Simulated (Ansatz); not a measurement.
In doubt: masses and optical values from hybrid runs of this build are listed as unsure (in some of the runs), which bears on the screening that GW takes from such a start; one-shot GW on d or f shells is unsure (in some of the runs), so the values of those runs are not to be relied on.

The crystal is BaNaCeSbO6 (F-43m).

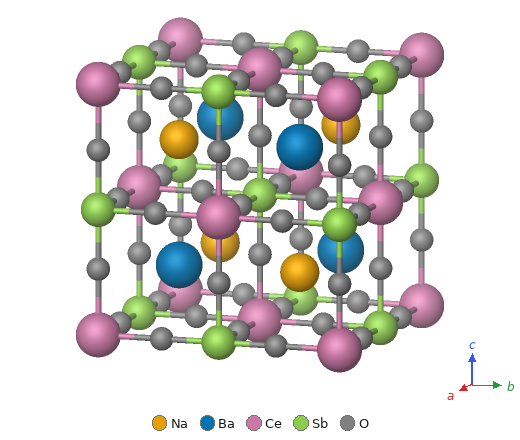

The structure (sodium orange, barium blue, cerium pink, antimony green, oxygen grey). Some periodic images of atoms are drawn too.

It takes space group F-43m (No. 216, cubic). The conventional cell has a = 8.487 Å, b = 8.487 Å, c = 8.487 Å, α = 90.00°, β = 90.00°, γ = 90.00°. Nearest to Na lie 12 O at 3.00 Å. Nearest to Ba lie 12 O at 3.00 Å. Nearest to Ce lie 6 O at 2.23 Å. Nearest to Sb lie 6 O at 2.01 Å. Nearest to O lie 1 Sb at 2.01 Å and 1 Ce at 2.23 Å and 2 Na at 3.00 Å and 2 Ba at 3.00 Å. Farther neighbours and most contacts between anions are not listed.

```xyz
10
Lattice="0.0000 4.2433 4.2433 4.2433 0.0000 4.2433 4.2433 4.2433 0.0000" Properties=species:S:1:pos:R:3 pbc="T T T"
Na    6.3650    6.3650    6.3650
Ba    2.1217    2.1217    2.1217
Ce    0.0000    0.0000    0.0000
Sb    4.2433    4.2433    4.2433
O     2.2294    4.2433    4.2433
O     6.2572    4.2433    4.2433
O     4.2433    4.2433    6.2572
O     4.2433    4.2433    2.2294
O     4.2433    2.2294    4.2433
O     4.2433    6.2572    4.2433
```

The cell and positions are those that the Materials Project relaxed with its own functionals (PBE, PBE+U or r2SCAN), kept fixed. Spin-orbit coupling is left out unless a run names it.

Gaps computed with Ansatz 0.2.0 without a self-energy: HSE06 3.73 eV, r2SCAN 2.17 eV and PBE0 4.50 eV.

Question: Estimate the G0W0@HSE06 gap with 4×4×4 mesh, 837 empty bands, screening to 180 eV, PAW set soft_1 files.

About 5.17 eV: on its mesh the run moves the gap from 3.73 eV by +1.44 eV. A band edge moves to another state on the way. Among the scalar-relativistic levels given, PBE0 is nearest (−0.67 eV). Bands and cutoff are finite, so the gap is not at the basis limit. The miss can reach some tenths of an eV and take either sign; the mesh is an error of its own. Empty 4f levels lie among the conduction bands. Their place in the start is unsure; it enters the screening, and the edge itself where they lie low. The runs have no spin polarisation. For a closed low-spin shell that is the natural state; where a d or f shell is open it is a constraint, and the gap is then not the crystal's own. The compound holds f electrons or empty f levels, where one-shot G0W0 is unsure. The many-body steps are scalar-relativistic: spin-orbit coupling is not in them.

[Paths, hosts, dates, memory and timing lines, banners, echoed tables and standing remarks are left out of the program output.]

[Logs are printed without paths, hosts, clocks, repeated set-up lines and the standing remarks that a program may print on its own settings, such as how far it seeks lower states.]

[Runs of the session that timed out or met a known fault of the program may be left out.]

[Cells called generated may have been cut or substituted from an entry of the Crystallography Open Database or the Materials Project.]

[Hosts, paths, dates, database ids (printed as entryN), source tags and the programs' standing remarks are cut or masked in the printed files.]
